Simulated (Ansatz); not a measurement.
Species, as SMILES: N[BH] (BH-NH2), doublet.
Atoms: B1, N2, H3, H4, H5. Bonds: B1-N2, B1-H3, N2-H4, N2-H5.

Basis-set convergence of the optimised B1-H3 bond length at MP2 with Ansatz (a first-principles code). The reference of a correlated method is not its basis-set limit, which lies further on. Cartesian d functions, on some or all atoms, in 6-31G*; all else is spherical. Cores are frozen. Core-valence sets carry the plain set on hydrogen. Open shells are unrestricted. No added dispersion term, no relativity. Reference: the value in def2-QZVPP, 1.1871 Å, itself unsure by roughly 0.0002 Å (its distance from cc-pVQZ). Deviations are taken from unrounded values.

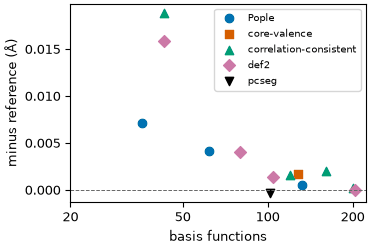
Figure. Deviation from the reference against the number of basis functions, by family of sets.

```csv
basis,functions,optimised B1-H3 bond length (Å),minus reference (Å)
6-31G*,36,1.1942,0.0071
cc-pVDZ,43,1.2059,0.0189
def2-SVP,43,1.2029,0.0158
6-311+G**,62,1.1913,0.0042
def2-TZVP,80,1.1911,0.0040
pcseg-2,102,1.1867,-0.0003
def2-TZVPP,104,1.1884,0.0014
jun-cc-pV(T+d)Z,120,1.1886,0.0016
cc-pCVTZ,128,1.1888,0.0017
"6-311++G(3df,3pd)",132,1.1875,0.0005
aug-cc-pVTZ,161,1.1890,0.0020
cc-pVQZ,200,1.1873,0.0002
def2-QZVPP,204,1.1871,0.0000
```
